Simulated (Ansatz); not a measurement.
ZnS (zinc blende)

Space group F-43m (No. 216); a = b = c = 5.357 Å, α = β = γ = 90.00°

```tsv
atom	site	symmetry	x	y	z
S	4d	-43m	0.7500	0.7500	0.7500
Zn	4a	-43m	0.0000	0.0000	0.0000
```
(The calculation used a cell of 2 atoms; values per cell refer to that cell.)

Grid over V/V₀ and (c/a)/(c/a)₀, subscript 0 meaning the relaxed cell; the conventional c axis lies along z; no internal relaxation.

Computed with PBEsol (plane waves to 420 eV, PAW, scalar-relativistic; Ansatz, an electronic-structure program). k mesh 11×11×11 (Γ-centred), Fermi-Dirac smearing 0.05 eV. E stands for the smeared free energy. Stress and pressure are positive under compression. ZnS was relaxed with its symmetry unable to fall. The zero of ΔE is the relaxed starting cell.

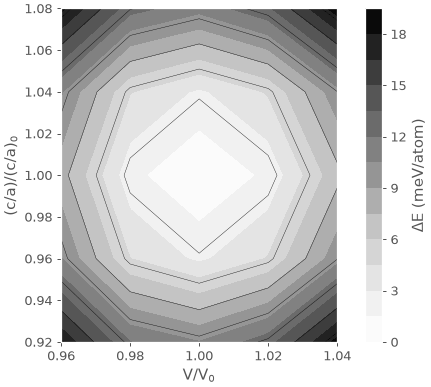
Figure: ΔE (meV/atom) over the 5×5 grid of computed points.

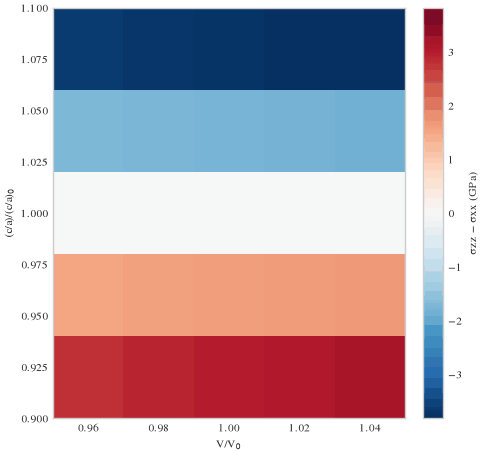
σzz − σxx (GPa) over the 5×5 grid of computed points.

The shear modulus C′ = (C11 − C12)/2 (fit, atoms clamped) comes out as 21 GPa. Lowest place on the grid: V/V₀ = 1.000, (c/a)/(c/a)₀ = 1.000 (0.0 meV/atom). Highest place on the grid: V/V₀ = 1.040, (c/a)/(c/a)₀ = 1.080 (18.8 meV/atom).

Near the relaxed cell σzz − σxx = −2Cδ (compression positive), C being this modulus and δ the logarithm of the ratio.

(A scan under strain: stresses follow from slopes of the energy per volume, elastic moduli from its curvatures.)
